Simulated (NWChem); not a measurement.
# UB3LYP/def2-SVP run of BCl2 (SMILES Cl[B]Cl)

What is the vertical ionisation energy of BCl2 at UB3LYP/def2-SVP? 

Program for the calculation: NWChem 7.3.0.

4 further runs of the same task are left out: 4 set aside as unsound or not needed.

### 1 The system as given

BCl2 has 3 atoms, charge 0, and is taken as a doublet. As SMILES, `Cl[B]Cl`. The shape is that of a PBE0-D4/def2-TZVP optimisation.

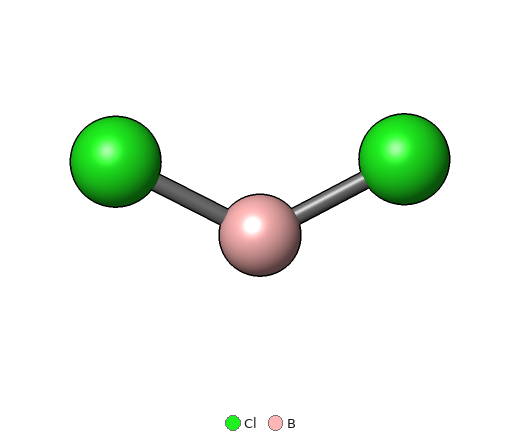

Viewed from a chosen angle; chlorine green, boron pink.

### 2 The polarisability at UB3LYP/def2-SVP

File job.nw:

```
start job
memory 2200 mb
geometry units au noautosym nocenter noautoz
 Cl   0.70203326  -2.88296618   0.05669178
 B   -0.87664395  -0.09505322  -0.48547064
 Cl   0.15401268   2.85556515   0.40383447
end
basis spherical bse
 * library def2-SVP
end
dft
 xc b3lyp
 mult 2
 grid lebedev 50 8
 convergence energy 1e-08
 iterations 100
 mulliken
 noprint "final vectors analysis"
end
property
 response 1 0
end
task dft property
```

Started as:

```console
$ nwchem job.nw > job.out
```

Log:

```text
[...]
          Wavefunction type:  spin polarized.
          No. of atoms     :     3
          No. of electrons :    39
[...]
          Charge           :     0
          Spin multiplicity:     2
[...]
          AO basis - number of functions:    50
[...]
              XC Information
              --------------
                         B3LYP Method XC Potential
                     Hartree-Fock (Exact) Exchange  0.200
                        Slater Exchange Functional  0.800 local
                    Becke 1988 Exchange Functional  0.720 non-local
              Lee-Yang-Parr Correlation Functional  0.810
                  VWN I RPA Correlation Functional  0.190 local
[...]
 d= 0,ls=0.0,diis     1   -944.9103905718 -1.05D+03  1.39D-02  1.12D-01     0.6
[...]
 d= 0,ls=0.0,diis    10   -944.9730238525 -3.66D-09  4.70D-07  5.59D-10     3.7
[...]
         Total DFT energy =     -944.973023852532
      One electron energy =    -1506.691843183083
           Coulomb energy =      519.940096093928
    Exchange-Corr. energy =      -60.580355143590
 Nuclear repulsion energy =      102.359078380213
[...]
      Total Density - Mulliken Population Analysis
     ---------------------------------------------
    Atom       Charge   Shell Charges
 -----------   ------   -------------------------------------------------------
    1 Cl  17    16.99   2.00  1.98  1.28  0.63  5.93  2.18  2.96  0.03
    2 B    5     5.02   1.99  0.90  0.24  1.39  0.40  0.11
    3 Cl  17    16.99   2.00  1.98  1.28  0.63  5.93  2.18  2.96  0.03
[...]
      <S2> =      0.7522 (Exact =     0.7500)
[...]
 Anisotropic =      20.7999010
[...]
```

Run time: 13 s. Hardware: 1 thread of Intel Xeon Platinum 8259CL at 2.50GHz (Skylake/Cascade Lake), shared host; peak memory 0.11 GiB.

### 3 The singlet cation: a single-point energy at B3LYP/def2-SVP

File work.nw:

```
start work
memory 2200 mb
charge 1
geometry units au noautosym nocenter noautoz
Cl  0.70203326 -2.88296618  0.05669178
B  -0.87664395 -0.09505322 -0.48547064
Cl  0.15401268  2.85556515  0.40383447
end
basis spherical bse
* library def2-SVP
end
dft
xc b3lyp
grid lebedev 50 8
convergence energy 1e-08
iterations 100
mulliken
noprint "final vectors analysis"
end
task dft energy
```

Started as:

```console
$ nwchem work.nw > work.out
```

Log:

```text
[...]
          Wavefunction type:  closed shell.
          No. of atoms     :     3
          No. of electrons :    38
[...]
          Charge           :     1
          Spin multiplicity:     1
[...]
          AO basis - number of functions:    50
[...]
              XC Information
              --------------
                         B3LYP Method XC Potential
                     Hartree-Fock (Exact) Exchange  0.200
                        Slater Exchange Functional  0.800 local
                    Becke 1988 Exchange Functional  0.720 non-local
              Lee-Yang-Parr Correlation Functional  0.810
                  VWN I RPA Correlation Functional  0.190 local
[...]
 d= 0,ls=0.0,diis     1   -944.4282849690 -1.05D+03  5.39D-02  2.05D+00     0.5
[...]
 d= 0,ls=0.0,diis    11   -944.6533728581 -9.32D-12  2.87D-07  2.33D-10     2.8
         Total DFT energy =     -944.653372858096
      One electron energy =    -1495.883216774397
           Coulomb energy =      509.062255300544
    Exchange-Corr. energy =      -60.191489764457
 Nuclear repulsion energy =      102.359078380213
[...]
      Total Density - Mulliken Population Analysis
     ---------------------------------------------
    Atom       Charge   Shell Charges
 -----------   ------   -------------------------------------------------------
    1 Cl  17    16.69   2.00  1.98  1.34  0.59  5.93  2.15  2.68  0.03
    2 B    5     4.62   1.99  0.90  0.03  1.32  0.29  0.11
    3 Cl  17    16.69   2.00  1.98  1.34  0.59  5.93  2.15  2.68  0.03
[...]
```

Wall time 3.6 s (1 thread of Intel Xeon Platinum 8259CL at 2.50GHz (Skylake/Cascade Lake), shared host); peak memory 0.1 GiB.

### 4 What came out

Level: UB3LYP/def2-SVP.

| quantity | value |
| --- | --- |
| doublet BCl2: total energy | -944.97302 Eh |
| doublet BCl2: dipole moment | 0.53 D |
| doublet BCl2: ⟨S²⟩ | 0.752 |
| doublet BCl2: mean static polarisability | 30.2 bohr³ |
| singlet cation: total energy | -944.65337 Eh |
| vertical ionisation energy (to the singlet cation) | 8.698 eV |

Removing an electron at fixed nuclei costs 8.70 eV (201 kcal/mol). Only the singlet of the ionised species was computed; a triplet could lie lower.
